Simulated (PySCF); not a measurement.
Excited-state calculation of Si22H36

Si22H36, computed with TDA PBE0/6-31G*, vertical, gas phase, core orbitals frozen in the response, virtual orbitals cut by energy (PySCF 2.14.0).

The geometry comes from this level: GFN2-xTB.

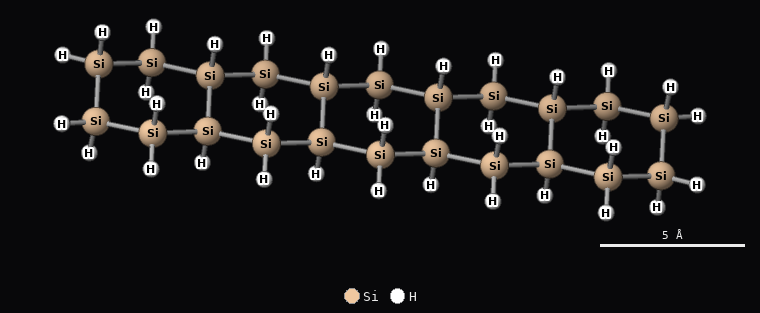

Fig. 1: The input geometry (ball-and-stick view, seen at a tilt). Bond lengths as drawn: H–Si 1.47 to 1.49 Å and Si–Si 2.32 to 2.36 Å.

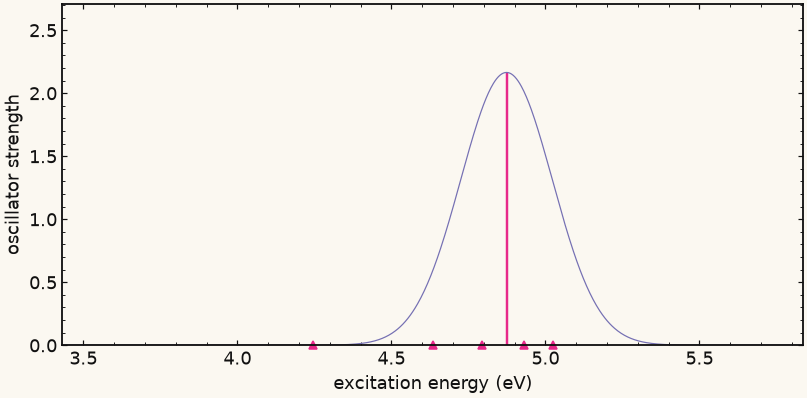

Fig. 2: Computed excitations as sticks (degenerate states added up, dark ones marked on the axis), with a Gaussian envelope of 0.35 eV full width at half maximum, scaled to the tallest. Of the 6 states the lowest lies at 4.24 eV (f = 0.000); the strongest line is at 4.87 eV, or 254 nm (f = 2.164).

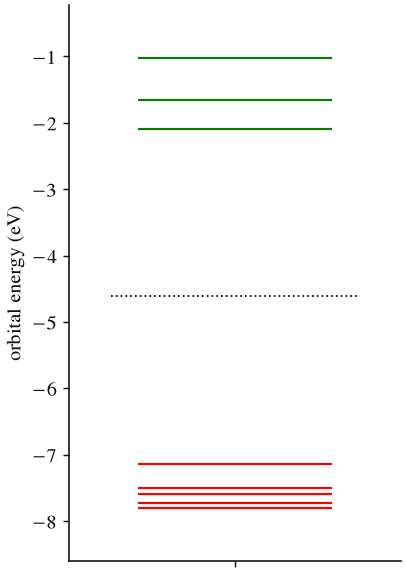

Fig. 3: Orbital energies near the frontier; the dotted line parts filled from empty levels, and levels within 0.02 eV of each other stand side by side. Highest filled −7.13 eV, lowest empty −2.09 eV, 5.04 eV apart.

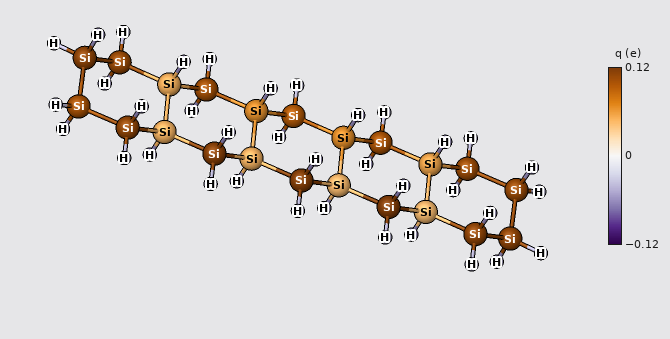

Fig. 4: ESP-fitted charges, as the colour of each atom (ball-and-stick view, seen at a tilt). By element: Si +0.04 to +0.12 and H −0.06 to −0.04 e.

The input that produced these results follows, with the program's output.

### The input
```
{"job": {"kind": "uv", "basis": "6-31G*", "grid": 1, "kgrid": 0, "vcut": 1.5, "nstates": 6, "ntriplets": 2, "tda": true, "delta": [], "pop": true, "xc": "PBE0"}, "charge": 0, "multiplicity": 1}
Si     9.925349     1.108101    -0.354148
Si     7.995377     2.214207     0.330241
Si     6.005302     1.147007    -0.276268
Si     6.004623    -1.146266     0.276517
Si     7.995914    -2.214662    -0.330737
Si     9.925892    -1.106348     0.354609
Si    -6.005216     1.147260    -0.276435
Si    -7.995830     2.214438     0.330521
Si    -9.924871     1.106457    -0.354946
Si    -9.924661    -1.107097     0.354108
Si    -7.995696    -2.213829    -0.330094
Si    -6.005953    -1.145950     0.276388
Si     2.005023     1.146178    -0.277925
Si     0.000171     2.186231     0.325371
Si    -2.004326     1.146383    -0.278288
Si    -2.003481    -1.143794     0.278125
Si     0.000820    -2.186168    -0.325754
Si     2.004815    -1.144161     0.278211
Si     4.006125     2.185526     0.336334
Si     4.004415    -2.184638    -0.335283
Si    -4.005351     2.186149     0.335633
Si    -4.005164    -2.185124    -0.334627
H      9.974252     1.122398    -1.826244
H     11.156528     1.820139     0.021431
H      8.013608     2.292403     1.801774
H      7.988904     3.627522    -0.079538
H      6.013440     1.137557    -1.763567
H      6.013286    -1.135354     1.764049
H      8.013283    -2.290705    -1.803160
H      7.988959    -3.628382     0.080447
H      9.974640    -1.121482     1.826949
H     11.155932    -1.820405    -0.021766
H     -6.013189     1.136181    -1.763892
H     -8.012865     2.291228     1.802465
H     -7.989840     3.627712    -0.080255
H     -9.972451     1.121884    -1.826974
H    -11.155930     1.819684     0.018088
H     -9.973431    -1.120135     1.825972
H    -11.155105    -1.820257    -0.020248
H     -8.012646    -2.290547    -1.801697
H     -7.988704    -3.626855     0.080326
H     -6.012708    -1.136024     1.763836
H      2.012766     1.139513    -1.765276
H      0.000160     2.275718     1.797241
H     -0.000584     3.599914    -0.090522
H     -2.011799     1.139070    -1.765560
H     -2.011005    -1.138502     1.765665
H     -0.000095    -2.274116    -1.797968
H     -0.000031    -3.600018     0.091066
H      2.011813    -1.139721     1.765482
H      4.015014     2.262318     1.808833
H      4.016278     3.599807    -0.076774
H      4.014855    -2.262813    -1.807552
H      4.015240    -3.598871     0.077755
H     -4.014664     2.263389     1.808256
H     -4.014942     3.600284    -0.078944
H     -4.012944    -2.263243    -1.807333
H     -4.014663    -3.599658     0.079526
```

The first line tells a small driver script what to run in PySCF; the rest is the geometry in Å.

Run as:
```bash
OMP_NUM_THREADS=2 python <driver script> task.json out
```

### What the program printed
```
start: PBE on a coarse grid of 55550 points
cycle   1  E = -6387.3171518406  dE =  5.517e-01  |g| = 3.131e-01  |ddm| = 6.986e+00
cycle   2  E = -6387.3460228728  dE = -2.887e-02  |g| = 1.535e-01  |ddm| = 7.849e-01
cycle   3  E = -6387.3526397836  dE = -6.617e-03  |g| = 9.775e-02  |ddm| = 4.937e-01
cycle   4  E = -6387.3568519725  dE = -4.212e-03  |g| = 1.567e-02  |ddm| = 2.335e-01
cycle   5  E = -6387.3569445767  dE = -9.260e-05  |g| = 5.533e-03  |ddm| = 3.873e-02
final grid: 215093 points
cycle   6  E = -6387.5749235664  dE = -1.467e-02  |g| = 2.628e-02  |ddm| = 4.871e-01
cycle   7  E = -6387.5751041958  dE = -1.806e-04  |g| = 1.604e-02  |ddm| = 9.479e-02
cycle   8  E = -6387.5751987357  dE = -9.454e-05  |g| = 6.543e-03  |ddm| = 4.538e-02
cycle   9  E = -6387.5752185745  dE = -1.984e-05  |g| = 1.499e-03  |ddm| = 1.517e-02
cycle  10  E = -6387.5752147776  dE =  3.797e-06  |g| = 2.162e-04  |ddm| = 3.148e-03
cycle  11  E = -6387.5752186432  dE = -3.866e-06  |g| = 8.586e-05  |ddm| = 5.811e-04
converged SCF energy = -6387.5752186432

Static polarisability (au): isotropic 711.283, principal 374.730 590.903 1168.217

Singlet excitations
state   eV       nm        f      main configurations
  1   4.2441    292.1   0.00000   H->L 0.95
  2   4.6344    267.5   0.00000   H-1->L 0.96
  3   4.7947    258.6   0.00367   H-2->L 0.81, H->L+1 0.10
  4   4.8736    254.4   2.16419   H->L+1 0.83
  5   4.9290    251.5   0.00536   H-3->L 0.78, H->L+2 0.09
  6   5.0248    246.7   0.00002   H-4->L 0.87

Triplet excitations (Tamm-Dancoff, eV): 3.9905 4.2976
```

### Summary

- outcome: converged
- total energy: −6387.575219 hartree
- HOMO: −7.13 eV
- LUMO: −2.09 eV
- dipole moment: 0.01 D
- mean polarisability: 711.28 a.u.
- lowest singlet excitation: 4.24 eV
- hardware: 2 CPU threads, shared host
- wall time: 3.5 min (CPU time 6.8 min)
- peak memory: 1.4 GiB
